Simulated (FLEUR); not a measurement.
## TmAu: parallel and opposed starts

A self-consistent run ends on one state, which hangs on the start. Several orders of TmAu are started in FLEUR and their energies compared.

Main program and level: FLEUR MaX-R8.1; LDA (VWN) with U = 8.2 eV, J = 0.7 eV on Tm f; all-electron FLAPW, Dirac cores, scalar-relativistic bands.

## (1) Set-up

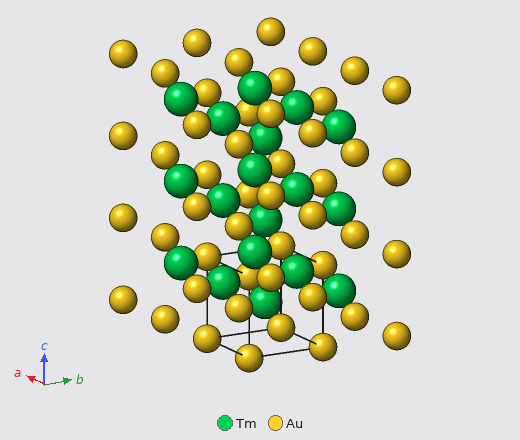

The cell as given, from a free direction (thulium green, gold yellow). 3×2×3 cells are drawn. Some periodic images of atoms are drawn too.

## (2) Start 1: ferro +

The parallel start comes first: it shows whether parallel moments hold. A Hubbard U acts on the open shell, since semilocal functionals spread its electrons too much.

The file n_mmp_mat seeds the f occupations with whole cubic orbitals by Hund's first rule, so that the U acts from the first pass. inpgen writes inp.xml from crystal.txt; cutoffs, mixing, functional, smearing and local orbitals are then set in the file. The k list default-1 (kpts.xml, not shown) is a Γ-centred 6×6×6 mesh; where the ranks do not divide the number of points, some are split in two of half the weight.

File inp.xml:

```
<?xml version="1.0" encoding="UTF-8" standalone="no"?>
<fleurInput fleurInputVersion="0.39">
   <comment>
      TmAu
   </comment>
   <calculationSetup>
      <cutoffs Kmax="3.6" Gmax="10.8" GmaxXC="10.8" numbands="0"/>
      <scfLoop itmax="130" minDistance="0.0001" maxIterBroyd="15" imix="Anderson" alpha="0.05" precondParam="0.0" spinf="2.0" sdNocoIR="T"/>
      <coreElectrons ctail="T" frcor="F" kcrel="0" coretail_lmax="0"/>
      <xcFunctional name="vwn" relativisticCorrections="F"/>
      <magnetism jspins="2"/>
      <soc l_soc="F" theta="0.0" phi="0.0" spav="F"/>
      <expertModes spex="0" secvar="F"/>
      <geometryOptimization l_f="F" forcealpha="1.0" forcemix="BFGS" epsdisp="0.00001" epsforce="0.00001"/>
      <ldaU l_linMix="F" mixParam="0.05" spinf="1.0"/>
   </calculationSetup>
   <cell>
      <bzIntegration valenceElectrons="40.0" mode="hist" fermiSmearingEnergy="0.00293995">
         <kPointListSelection listName="default-1"/>
         <xi:include xmlns:xi="http://www.w3.org/2001/XInclude" href="kpts.xml"> </xi:include>
      </bzIntegration>
      <xi:include xmlns:xi="http://www.w3.org/2001/XInclude" href="sym.xml"> </xi:include>
      <bulkLattice scale="1.0">
         <bravaisMatrix>
            <row-1>    6.6442770540935996     0.0000000000000000     0.0000000000000000</row-1>
            <row-2>    0.0000000000000000     6.6442770540935996     0.0000000000000000</row-2>
            <row-3>    0.0000000000000000     0.0000000000000000     6.6442770540935996</row-3>
         </bravaisMatrix>
      </bulkLattice>
   </cell>
   <atomSpecies>
      <species name="Thulium (T2.001" element="Tm" atomicNumber="69">
         <mtSphere radius="2.8" gridPoints="925" logIncrement="0.014"/>
         <atomicCutoffs lmax="10" lnonsphr="8"/>
         <electronConfig flipSpins="F">
            <coreConfig>(1s1/2) (2s1/2) (2p1/2) (2p3/2) (3s1/2) (3p1/2) (3p3/2) (4s1/2) (3d3/2) (3d5/2) (4p1/2) (4p3/2) (4d3/2) (4d5/2)</coreConfig>
            <valenceConfig>(5s1/2) (5p1/2) (5p3/2) (6s1/2) (4f5/2) (4f7/2)</valenceConfig>
            <stateOccupation state="(4f5/2)" spinUp="3.0" spinDown="2.5714285714286"/>
            <stateOccupation state="(4f7/2)" spinUp="4.0" spinDown="3.4285714285714"/>
         </electronConfig>
         <energyParameters s="6" p="6" d="5" f="4"/>
         <ldaU l="3" U="8.2" J="0.7" l_amf="F"/>
         <lo type="SCLO" l="0" n="5" eDeriv="0"/>
         <lo type="SCLO" l="1" n="5" eDeriv="0"/>
      </species>
      <species name="Gold (Au)" element="Au" atomicNumber="79">
         <mtSphere radius="2.8" gridPoints="925" logIncrement="0.015"/>
         <atomicCutoffs lmax="10" lnonsphr="8"/>
         <electronConfig flipSpins="F">
            <coreConfig>(1s1/2) (2s1/2) (2p1/2) (2p3/2) (3s1/2) (3p1/2) (3p3/2) (4s1/2) (3d3/2) (3d5/2) (4p1/2) (4p3/2) (5s1/2) (4d3/2) (4d5/2) (4f5/2) (4f7/2)</coreConfig>
            <valenceConfig>(5p1/2) (5p3/2) (6s1/2) (5d3/2) (5d5/2)</valenceConfig>
            <stateOccupation state="(6s1/2)" spinUp="0.500000" spinDown="0.500000"/>
         </electronConfig>
         <energyParameters s="6" p="6" d="5" f="5"/>
         <lo type="SCLO" l="1" n="5" eDeriv="0"/>
      </species>
   </atomSpecies>
   <atomGroups>
      <atomGroup species="Thulium (T2.001">
         <relPos label="                   1">1.000/2.000 1.000/2.000 1.000/2.000</relPos>
         <force calculate="T" relaxXYZ="TTT"/>
      </atomGroup>
      <atomGroup species="Gold (Au)">
         <relPos label="                   2">.0000000000 .0000000000 .0000000000</relPos>
         <force calculate="T" relaxXYZ="TTT"/>
      </atomGroup>
   </atomGroups>
   <output dos="F" band="F" slice="F">
      <bandDOS minEnergy="-.5*Htr" maxEnergy="0.5*Htr" sigma="0.015" storeEVData="T"/>
      <plotting iplot="0" polar="F">
         <plot TwoD="T" vec1="  1.0  0.0  0.0" vec2="  0.0  1.0  0.0" vec3="  0.0  0.0  1.0" zero="  0.0  0.0  0.0" file="plot"/>
      </plotting>
      <moessbauerParams electricFieldGradient="F" isomerShift="F" coreHyperfine="F" valenceHyperfine="F"/>
   </output>
</fleurInput>
```

File crystal.txt:

```
TmAu
&input film=F cartesian=F /
3.51600000000  0.00000000000  0.00000000000
0.00000000000  3.51600000000  0.00000000000
0.00000000000  0.00000000000  3.51600000000
1.8897261246
1.0 1.0 1.0

2
69 0.50000000000  0.50000000000  0.50000000000 : 2.001
79 0.00000000000  0.00000000000  0.00000000000

&kpt div1=6 div2=6 div3=6 gamma=T /
```

Command:

```sh
OMP_NUM_THREADS=1 inpgen -f crystal.txt > inpgen.log  # inp.xml is then edited as shown
OMP_NUM_THREADS=1 mpirun -n 4 fleur_MPI > fleur.log
```

The program printed:

```text
Welcome to FLEUR        (www.flapw.de)
      MaX-Release 8.1          (www.max-centre.eu)

 ========== k-point set info ==========
 Selected k-point list: default-1
 k-point list type: mesh
 6 x 6 x 6
 Number of k points: 20

 ------------Calculation Setup---------------------------
 Number of MPI-tasks      :            4
 Number of PE/node        :            4
 Number of OMP-threads    :            1
 k-points in parallel     :            4
 pe's per k-point         :            1
 No of k-point loops      :            5
 Eigenvalue solver        :       lapack
 Number of basis functions:          263
 Approximate size of matrices (H+S) per k-point:         0.001 GB
 --------------------------------------------------------
 Iteration:     1   Distance:      45.48155208 me/bohr^3
 Iteration:     2   Distance:      40.43774938 me/bohr^3
 Iteration:     3   Distance:      67.16891077 me/bohr^3
 Iteration:     4   Distance:      45.68725131 me/bohr^3
 Iteration:     5   Distance:      58.71491943 me/bohr^3
 Iteration:     6   Distance:      46.15969660 me/bohr^3
 Iteration:     7   Distance:      11.58965769 me/bohr^3
 Iteration:     8   Distance:      22.86780860 me/bohr^3
 Iteration:     9   Distance:      18.54538953 me/bohr^3
 Iteration:    10   Distance:       8.92139760 me/bohr^3
 Iteration:    11   Distance:       5.85339653 me/bohr^3
 Iteration:    12   Distance:       5.28435403 me/bohr^3
 Iteration:    13   Distance:       4.12758922 me/bohr^3
 Iteration:    14   Distance:       0.46421931 me/bohr^3
 Iteration:    15   Distance:       1.49984235 me/bohr^3
 Iteration:    16   Distance:       0.52734382 me/bohr^3
 Iteration:    17   Distance:       0.13142095 me/bohr^3
 Iteration:    18   Distance:       0.11732985 me/bohr^3
 Iteration:    19   Distance:       0.34516205 me/bohr^3
 Iteration:    20   Distance:       0.15167405 me/bohr^3
 Iteration:    21   Distance:       0.00620640 me/bohr^3
 Iteration:    22   Distance:       0.02828463 me/bohr^3
 Iteration:    23   Distance:       0.02384573 me/bohr^3
 Iteration:    24   Distance:       0.01004716 me/bohr^3
 Iteration:    25   Distance:       0.00991344 me/bohr^3
 Iteration:    26   Distance:       0.00167161 me/bohr^3
 Iteration:    27   Distance:       0.00068428 me/bohr^3
 Iteration:    28   Distance:       0.00008472 me/bohr^3

 ********************************************************************
 Run finished successfully
 Stop message:
   all done
 ********************************************************************

--- out.xml (last complete iteration) ---
<iteration numberForCurrentRun="   28" overallNumber="   28">
         [... left out ...]
         <bandgap value="0.0169918191" units="eV"/>
         <sumValenceSingleParticleEnergies value="-10.7539330574" units="Htr"/>
         <FermiEnergy value="0.3571497078" units="Htr"/>
         <valenceDensity>
            <mtCharges spin="1">
               <mtCharge atomType="1" total="11.3821139" s="1.1304560" p="3.0249697" d="0.2515441" f="6.9693645"/>
               <mtCharge atomType="2" total="8.2027121" s="0.4886337" p="3.2142896" d="4.4884810" f="0.0080638"/>
            </mtCharges>
            <mtCharges spin="2">
               <mtCharge atomType="1" total="10.0910354" s="1.1280217" p="3.0192762" d="0.2407643" f="5.6971886"/>
               <mtCharge atomType="2" total="8.1904577" s="0.4853053" p="3.2103946" d="4.4827592" f="0.0086549"/>
            </mtCharges>
            <spinDependentCharge spin="1" total="20.6559361" interstitial="1.0711101" mtSpheres="19.5848260"/>
            <spinDependentCharge spin="2" total="19.3440639" interstitial="1.0625708" mtSpheres="18.2814931"/>
            <totalCharge value="40.0000000000"/>
         </valenceDensity>
         [... left out ...]
         <allElectronCharges>
            <spinDependentCharge spin="1" total="74.6559361" interstitial="1.0711730" mtSpheres="73.5847631"/>
            <spinDependentCharge spin="2" total="73.3440639" interstitial="1.0626337" mtSpheres="72.2814302"/>
            <totalCharge value="147.9999999828"/>
         </allElectronCharges>
         <magneticMomentsInMTSpheres units="muBohr">
            <globalMagMoment atomType="1" vec="0.00000   0.00000   1.29108"/>
            <localMagMoment atomType="1" vec="0.00000   0.00000   1.29108"/>
            <globalMagMoment atomType="2" vec="0.00000   0.00000   0.01225"/>
            <localMagMoment atomType="2" vec="0.00000   0.00000   0.01225"/>
         </magneticMomentsInMTSpheres>
         <moessbauerParams unitsHFF="kG" unitsIS="e/bohr^3" unitsEFG="Htr/bohr^2">
         </moessbauerParams>
         <totalEnergy value="   -32611.0975765917" units="Htr">
            <sumOfEigenvalues value="   -20009.7851491910">
               <coreElectrons value="-19999.0312161337"/>
               <valenceElectrons value="-10.7539330574"/>
            </sumOfEigenvalues>
            <densityCoulombPotentialIntegral value="-56065.4631709110"/>
            <densityEffectivePotentialIntegral value="-56906.2560528858"/>
            <chargeDenXCDenIntegral value="-633.4272697087"/>
            <FockExchangeEnergyValence value="0.0000000000"/>
            <FockExchangeEnergyCore value="0.0000000000"/>
            <atomTypeDependentContributions atomType="1">
               <electronNucleiInteractionDifferentMTs value="16814.3668414836"/>
               <MadelungTerm value="-30.0772592950"/>
            </atomTypeDependentContributions>
            <atomTypeDependentContributions atomType="2">
               <electronNucleiInteractionDifferentMTs value="23974.7262891907"/>
               <MadelungTerm value="-23.8755369560"/>
            </atomTypeDependentContributions>
            <dftUCorrection value="-1.6363018031"/>
            <tkbTimesEntropy value="0.0061954691"/>
            <freeEnergy value="-32611.1037720607"/>
            <extrapolationTo0K value="-32611.1006743262"/>
         </totalEnergy>
         <ldaUDensityMatrix>
            <densityMatrixFor spin="1" atomType="1" uIndex="1" l="3" U="8.20000000" J="0.70000000">
               (+0.99561,+0.00000) (+0.00000,+0.00000) (+0.00000,+0.00000) (+0.00000,+0.00000) (-0.00023,+0.00000) (+0.00000,+0.00000) (+0.00000,+0.00000)
               (+0.00000,+0.00000) (+0.99562,+0.00000) (+0.00000,+0.00000) (+0.00000,+0.00000) (+0.00000,+0.00000) (+0.00029,+0.00000) (+0.00000,+0.00000)
               (+0.00000,+0.00000) (+0.00000,+0.00000) (+0.99573,+0.00000) (+0.00000,+0.00000) (+0.00000,+0.00000) (+0.00000,+0.00000) (-0.00023,+0.00000)
               (+0.00000,+0.00000) (+0.00000,+0.00000) (+0.00000,+0.00000) (+0.99544,+0.00000) (+0.00000,+0.00000) (+0.00000,+0.00000) (+0.00000,+0.00000)
               (-0.00023,+0.00000) (+0.00000,+0.00000) (+0.00000,+0.00000) (+0.00000,+0.00000) (+0.99573,+0.00000) (+0.00000,+0.00000) (+0.00000,+0.00000)
               (+0.00000,+0.00000) (+0.00029,+0.00000) (+0.00000,+0.00000) (+0.00000,+0.00000) (+0.00000,+0.00000) (+0.99562,+0.00000) (+0.00000,+0.00000)
               (+0.00000,+0.00000) (+0.00000,+0.00000) (-0.00023,+0.00000) (+0.00000,+0.00000) (+0.00000,+0.00000) (+0.00000,+0.00000) (+0.99561,+0.00000)
            </densityMatrixFor>
            <densityMatrixFor spin="2" atomType="1" uIndex="1" l="3" U="8.20000000" J="0.70000000">
               (+0.73147,+0.00000) (+0.00000,+0.00000) (+0.00000,+0.00000) (+0.00000,+0.00000) (-0.20401,+0.00000) (+0.00000,+0.00000) (+0.00000,+0.00000)
               (+0.00000,+0.00000) (+0.99357,+0.00000) (+0.00000,+0.00000) (+0.00000,+0.00000) (+0.00000,+0.00000) (+0.00128,+0.00000) (+0.00000,+0.00000)
               (+0.00000,+0.00000) (+0.00000,+0.00000) (+0.83683,+0.00000) (+0.00000,+0.00000) (+0.00000,+0.00000) (+0.00000,+0.00000) (-0.20401,+0.00000)
               (+0.00000,+0.00000) (+0.00000,+0.00000) (+0.00000,+0.00000) (+0.57345,+0.00000) (+0.00000,+0.00000) (+0.00000,+0.00000) (+0.00000,+0.00000)
               (-0.20401,+0.00000) (+0.00000,+0.00000) (+0.00000,+0.00000) (+0.00000,+0.00000) (+0.83683,+0.00000) (+0.00000,+0.00000) (+0.00000,+0.00000)
               (+0.00000,+0.00000) (+0.00128,+0.00000) (+0.00000,+0.00000) (+0.00000,+0.00000) (+0.00000,+0.00000) (+0.99357,+0.00000) (+0.00000,+0.00000)
               (+0.00000,+0.00000) (+0.00000,+0.00000) (-0.20401,+0.00000) (+0.00000,+0.00000) (+0.00000,+0.00000) (+0.00000,+0.00000) (+0.73147,+0.00000)
            </densityMatrixFor>
         </ldaUDensityMatrix>
         <ldaUDensityMatrixConvergence>
            <distance spin="1" distance="0.000000"/>
            <distance spin="2" distance="0.000004"/>
         </ldaUDensityMatrixConvergence>
         <densityConvergence units="me/bohr^3">
            <chargeDensity spin="1" distance="0.0000056796"/>
            <chargeDensity spin="2" distance="0.0000844362"/>
            <overallChargeDensity distance="0.0000845358"/>
            <spinDensity distance="0.0000847181"/>
         </densityConvergence>
      </iteration>
```

The job ended after 11 s (4 MPI ranks of Intel Xeon 6975P-C (Granite Rapids), shared host; peak memory 0.25 GiB; 44 s of CPU time).

Spin moment in the muffin-tin sphere by atom:

```tsv
atom	spin moment in the muffin-tin sphere (μB)
Tm1	1.29
Au2	0.01
```

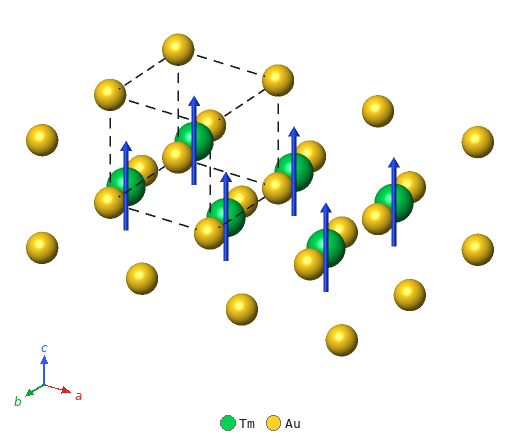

Spin moment in the muffin-tin sphere as arrows, the longest 1.29 μB. Up and down stand for the sign. Arrows give size and sign along the axis of quantisation, drawn up and down the page. 3×2×1 cells are drawn. Some periodic images of atoms are drawn too.

This step gave:

```yaml
free_energy: -887393.3406 eV
program_s_band_gap_on_this_mesh_in_a_metal_only_a_level_spacing: 0.01699 eV
magnetization: 1.312 μB
final_state: ferromagnetic
```

After 28 cycles the largest moment stands at 1.29 μB.

(Part 1 of 3 ends here.)

[Logs and program files are shortened in this print: banners, set-up blocks, solver, clock and traceback lines can be left out without a mark of their own.]

[Logs are printed without paths, hosts, clocks, repeated set-up lines and the standing remarks that a program may print on its own settings, such as how far it seeks lower states.]

[Hosts, paths, dates, database ids (printed as entryN), source tags and the programs' standing remarks are cut or masked in the printed files.]

[Where a cell is said to come from a database of computed structures, the database is the Materials Project.]
